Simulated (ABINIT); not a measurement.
# A GW chain in ABINIT: SnO2 (Cassiterite)

Wanted: ground state, empty states, screening and self-energy for SnO2 (Cassiterite).

Method: PBE and many-body steps on it, plane waves, in ABINIT 10.8.3.

**Experimental background.**

- Gap 3.6 eV: experimental gap quoted from earlier work; bulk crystal (quoted in “Study on the Photocatalytic Properties of Flower-Shaped SnO2”, 2022, pmc:9565917).

## 1. Set-up

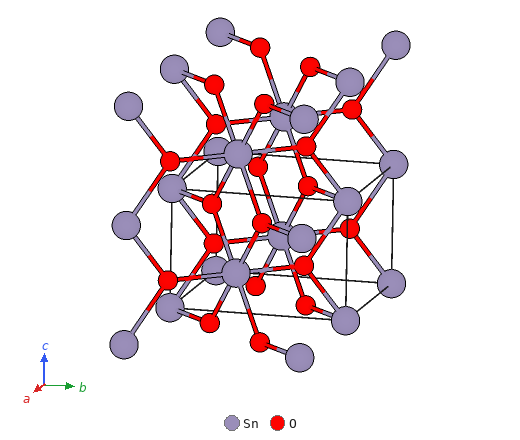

The cell as given, slightly off an axis (tin purple, oxygen red). 2×1×2 cells are drawn. Some periodic images of atoms are drawn too.

The cell and positions come from the Crystallography Open Database and are kept as given unless a step says otherwise.

## 2. Ground state

This step: ABINIT 10.8.3; DFT, PBE, plane waves, norm-conserving pseudopotentials.

The ground-state density comes first.

run.abi reads:

```
acell 3*1.0 Angstrom
rprim 
  4.738000000000 0.000000000000 0.000000000000
  0.000000000000 4.738000000000 0.000000000000
  0.000000000000 0.000000000000 3.186500000000
ntypat 2
znucl 50 8
natom 6
typat 1 1 2 2 2 2
xred 
  0.000000000000 0.000000000000 0.000000000000
  0.500000000000 0.500000000000 0.500000000000
  0.307100000000 0.307100000000 0.000000000000
  0.192900000000 0.807100000000 0.500000000000
  0.692900000000 0.692900000000 0.000000000000
  0.807100000000 0.192900000000 0.500000000000
pp_dirpath "pseudos"
pseudos "Sn.upf, O.upf"
ecut 42
ngkpt 4 4 6
nshiftk 1
shiftk 0 0 0
kptopt 1
chksymbreak 0
nband 41
occopt 1
tolvrs 1e-10
nstep 60
prtwf 0
optforces 0
optstress 0
indata_prefix "in"
outdata_prefix "out"
tmpdata_prefix "tmp"
```

Started as:

```console
$ OMP_NUM_THREADS=1 mpirun -n 4 abinit run.abi > log
```

Numbers of over 12 decimals in the logs are rounded to 6 here.

What it wrote:

```text
.Version 10.8.3 of ABINIT. v10.8.2 released Aug 2026.

 Symmetries : space group P4_2/m n m (#136); Bravais tP (primitive tetrag.)
================================================================================
 Values of the parameters that define the memory need of the present run
     intxc =       0    ionmov =       0      iscf =       7    lmnmax =       6
     lnmax =       6     mgfft =      54  mpssoang =       3    mqgrid =    3001
     natom =       6  nloc_mem =       1    nspden =       1   nspinor =       1
    nsppol =       1      nsym =      16    n1xccc =    2501    ntypat =       2
    occopt =       1   xclevel =       2
-    mband =          41        mffmem =           1         mkmem =           6
       mpw =        6296          nfft =      104976          nkpt =          24
================================================================================
  Rough estimation (10% accuracy) of disk space for files :
================================================================================

--------------------------------------------------------------------------------
------------- Echo of variables that govern the present computation ------------
--------------------------------------------------------------------------------
 -outvars: echo values of preprocessed input variables --------
            acell      1.8897261259E+00  1.8897261259E+00  1.8897261259E+00 Bohr

      chksymbreak           0
             ecut      4.20000000E+01 Hartree
-          fftalg         312

              ixc     -101130
              kpt      0.00000000E+00  0.00000000E+00  0.00000000E+00
                       2.50000000E-01  0.00000000E+00  0.00000000E+00
                       5.00000000E-01  0.00000000E+00  0.00000000E+00
                       2.50000000E-01  2.50000000E-01  0.00000000E+00
                       5.00000000E-01  2.50000000E-01  0.00000000E+00
                       5.00000000E-01  5.00000000E-01  0.00000000E+00
                       0.00000000E+00  0.00000000E+00  1.66666667E-01
                       2.50000000E-01  0.00000000E+00  1.66666667E-01
                       5.00000000E-01  0.00000000E+00  1.66666667E-01
   [... 13 further rows ...]
                       5.00000000E-01  2.50000000E-01  5.00000000E-01
                       5.00000000E-01  5.00000000E-01  5.00000000E-01
         kptrlatt        4    0    0      0    4    0      0    0    6
          kptrlen      3.58140895E+01
P           mkmem           6
            natom           6
            nband          41
            ngfft          54      54      36
             nkpt          24
            nstep          60
             nsym          16
           ntypat           2
              occ      2.000000  2.000000  2.000000  2.000000  2.000000  2.000000
                       2.000000  2.000000  2.000000  2.000000  2.000000  2.000000
                       2.000000  2.000000  2.000000  2.000000  2.000000  2.000000
                       2.000000  2.000000  2.000000  2.000000  2.000000  2.000000
                       2.000000  2.000000  2.000000  2.000000  2.000000  2.000000
                       2.000000  2.000000  2.000000  2.000000  0.000000  0.000000
                       0.000000  0.000000  0.000000  0.000000  0.000000
        optforces           0
        optstress           0
            prtwf           0
            rprim      4.7380000000E+00  0.0000000000E+00  0.0000000000E+00
[...]
spgroup         136

           tolvrs      1.00000000E-10

             xred      0.0000000000E+00  0.0000000000E+00  0.0000000000E+00
[...]
znucl       50.00000    8.00000

================================================================================

 chkinp: Checking input parameters for consistency.

================================================================================
== DATASET  1 ==================================================================
-   mpi_nproc: 4, omp_nthreads: 1 (-1 if OMP is not activated)

--- !DatasetInfo
iteration_state: {dtset: 1, }
dimensions: {natom: 6, nkpt: 24, mband: 41, nsppol: 1, nspinor: 1, nspden: 1, mpw: 6296, }
cutoff_energies: {ecut:  42.0, pawecutdg:  -1.0, }
electrons: {nelect:   6.80000000E+01, charge:   0.00000000E+00, occopt:   1.00000000E+00, tsmear:   1.00000000E-02, }

 Real(R)+Recip(G) space primitive vectors, cartesian coordinates (Bohr,Bohr^-1):
 R(1)=  8.9535224  0.0000000  0.0000000  G(1)=  0.1116879  0.0000000  0.0000000
 R(2)=  0.0000000  8.9535224  0.0000000  G(2)=  0.0000000  0.1116879  0.0000000
 R(3)=  0.0000000  0.0000000  6.0216123  G(3)=  0.0000000  0.0000000  0.1660685
 Unit cell volume ucvol=  4.8272594E+02 bohr^3
 Angles (23,13,12)=  9.00000000E+01  9.00000000E+01  9.00000000E+01 degrees

 getcut: wavevector=  0.0000  0.0000  0.0000  ngfft=  54  54  36
         ecut(hartree)=     42.000   => boxcut(ratio)=   2.04927

--- Pseudopotential description ------------------------------------------------
- Sn Generated using ONCVPSP code by D. R. Hamann
- 50.00000  22.00000  171031                  znucl, zion, pspdat
12 -101130 2 -1 1628                          pspcod,pspxc,lmax,lloc,mmax
     nproj     2     2     2
  pspatm : epsatm=   27.31087254
         --- l  ekb(1:nproj) -->
[...]
pspatm: atomic psp has been read  and splines computed

- O Generated using ONCVPSP code by D. R. Hamann
-  8.00000   6.00000  171031                  znucl, zion, pspdat
12 -101130 2 -1 936                           pspcod,pspxc,lmax,lloc,mmax
     nproj     2     2     1
  pspatm : epsatm=    6.17005460
         --- l  ekb(1:nproj) -->
[...]
2   -1.331955
 pspatm: atomic psp has been read  and splines computed

   5.39253352E+03                                ecore*ucvol(ha*bohr**3)
--------------------------------------------------------------------------------

_setup2: Arith. and geom. avg. npw (full set) are    6276.344    6276.333

================================================================================

--- !BeginCycle
iteration_state: {dtset: 1, }
solver: {iscf: 7, nstep: 60, nline: 4, wfoptalg: 0, }
tolerances: {tolvrs: 1.00E-10, }

     iter   Etot(hartree)      deltaE(h)  residm     vres2
 ETOT  1  -508.63668929118    -5.086E+02 2.196E-01 1.209E+03
 ETOT  2  -509.05887037937    -4.222E-01 2.857E-02 1.183E+03
 ETOT  3  -509.49154456593    -4.327E-01 1.897E-02 1.499E+01
 ETOT  4  -509.49543743827    -3.893E-03 3.404E-03 1.151E+00
 ETOT  5  -509.49584511455    -4.077E-04 2.068E-03 8.763E-02
 ETOT  6  -509.49586478160    -1.967E-05 8.917E-04 2.898E-03
 ETOT  7  -509.49586499951    -2.179E-07 7.431E-04 2.571E-05
 ETOT  8  -509.49586500295    -3.441E-09 4.302E-04 5.826E-07
 ETOT  9  -509.49586500302    -7.344E-11 3.204E-04 3.678E-08
 ETOT 10  -509.49586500302     2.046E-12 2.448E-04 1.148E-09
 ETOT 11  -509.49586500304    -1.739E-11 2.319E-04 6.780E-11

 At SCF step   11       vres2   =  6.78E-11 < tolvrs=  1.00E-10 =>converged.

--- !ResultsGS
iteration_state: {dtset: 1, }
comment   : Summary of ground state results
lattice_vectors:
- [  8.9535224,   0.0000000,   0.0000000, ]
- [  0.0000000,   8.9535224,   0.0000000, ]
- [  0.0000000,   0.0000000,   6.0216123, ]
lattice_lengths: [   8.95352,    8.95352,    6.02161, ]
lattice_angles: [ 90.000,  90.000,  90.000, ] # degrees, (23, 13, 12)
lattice_volume:   4.8272594E+02
convergence: {deltae: -1.739E-11, res2:  6.780E-11, residm:  2.319E-04, diffor:  0.000E+00, }
etotal    :  -5.09495865E+02
entropy   :   0.00000000E+00
fermie    :   2.49058631E-01
cartesian_stress_tensor: null
pressure_GPa: null
xred      :
- [  0.0000E+00,   0.0000E+00,   0.0000E+00, Sn]
- [  5.0000E-01,   5.0000E-01,   5.0000E-01, Sn]
- [  3.0710E-01,   3.0710E-01,   0.0000E+00,  O]
- [  1.9290E-01,   8.0710E-01,   5.0000E-01,  O]
- [  6.9290E-01,   6.9290E-01,   0.0000E+00,  O]
- [  8.0710E-01,   1.9290E-01,   5.0000E-01,  O]
cartesian_forces: null
force_length_stats: {min: null, max: null, mean: null, }

 Integrated electronic density in atomic spheres:
 ------------------------------------------------
 Atom  Sphere_radius  Integrated_density
[...]
================================================================================

 ----iterations are completed or convergence reached----

 Mean square residual over all n,k,spin=   67.387E-08; max=  23.190E-05
 reduced coordinates (array xred) for    6 atoms
[...]
0.500000000000      0.500000000000      0.500000000000
       0.307100000000      0.307100000000      0.000000000000
       0.192900000000      0.807100000000      0.500000000000
       0.692900000000      0.692900000000      0.000000000000
       0.807100000000      0.192900000000      0.500000000000
 rms dE/dt=  0.0000E+00; max dE/dt=  0.0000E+00; dE/dt below (all hartree)
    1       0.000000000000      0.000000000000      0.000000000000
    2       0.000000000000      0.000000000000      0.000000000000
    3       0.000000000000      0.000000000000      0.000000000000
    4       0.000000000000      0.000000000000      0.000000000000
    5       0.000000000000      0.000000000000      0.000000000000
    6       0.000000000000      0.000000000000      0.000000000000

 cartesian coordinates (angstrom) at end:
    1      0.000000     0.000000     0.000000
    2      2.369000     2.369000     1.593250
    3      1.455040     1.455040     0.000000
    4      0.913960     3.824040     1.593250
    5      3.282960     3.282960     0.000000
    6      3.824040     0.913960     1.593250
 length scales=  1.889726125908  1.889726125908  1.889726125908 bohr
              =  1.000000000000  1.000000000000  1.000000000000 angstroms
 prteigrs : about to open file out_EIG
 Fermi (or HOMO) energy (hartree) =   0.24906   Average Vxc (hartree)=  -0.42434
 Eigenvalues (hartree) for nkpt=  24  k points:
 kpt#   1, nband= 41, wtk=  0.01042, kpt=  0.0000  0.0000  0.0000 (reduced coord)
  -4.45122   -4.45122   -2.82797   -2.82797   -2.82638   -2.82638   -2.82622   -2.82621
  -0.52850   -0.50088   -0.49067   -0.48981   -0.48981   -0.48655   -0.48526   -0.48206
  -0.48100   -0.48100   -0.44591   -0.37776   -0.37776   -0.31287   -0.04845    0.10009
   0.10009    0.10339    0.13529    0.17389    0.17716    0.20329    0.20329    0.22098
   0.22098    0.24906    0.29623    0.47480    0.48381    0.48381    0.63508    0.64049
   0.69479
 prteigrs : prtvol=0 or 1, do not print more k-points.

--- !EnergyTerms
iteration_state     : {dtset: 1, }
comment             : Components of total free energy in Hartree
kinetic             :  2.00434493865869E+02
hartree             :  1.58895150068854E+02
xc                  : -7.12084152046974E+01
Ewald energy        : -2.98339747503783E+02
psp_core            :  1.11710042103051E+01
local_psp           : -4.87139504680366E+02
non_local_psp       : -2.33088457592174E+01
total_energy        : -5.09495865003036E+02
total_energy_eV     : -1.38640887733278E+04
band_energy         : -6.12362511477276E+01

== END DATASET(S) ==============================================================
================================================================================

 -outvars: echo values of variables after computation  --------
           etotal     -5.0949586500E+02
            nband          41
             nkpt          24
          spgroup         136
 [... the other variables as echoed above ...]

 Calculation completed.
```

Run time: 61 s. Hardware: 4 MPI ranks of Arm Neoverse V2, shared host; peak memory 0.42 GiB.

Numbers from this step:

```yaml
total_energy: -13864.0888 eV
gap: 1.284 eV
k_of_the_valence_top: 0, 0, 0
k_of_the_conduction_bottom: 0, 0, 0
least_direct_gap: 1.284 eV
```

The gap is direct, at Γ.

[end of part 1 of 3]

[Paths, hosts, dates, memory and timing lines, banners, echoed tables and standing remarks are left out of the program output.]

[Logs are printed without paths, hosts, clocks, repeated set-up lines and the standing remarks that a program may print on its own settings, such as how far it seeks lower states.]

[Runs of the session that timed out or met a known fault of the program may be left out.]

[Hosts, paths, dates, database ids (printed as entryN), source tags and the programs' standing remarks are cut or masked in the printed files.]

[G0W0 gaps are taken among the corrected bands and points alone; a level outside them can change the order at an edge.]

[Where Ansatz stands beside ABINIT at settings called matched, ABINIT's density can come from a denser mesh and the files from another edition; pairs whose starting gaps differed by over 0.03 eV were left out, so agreement reads better than it is.]
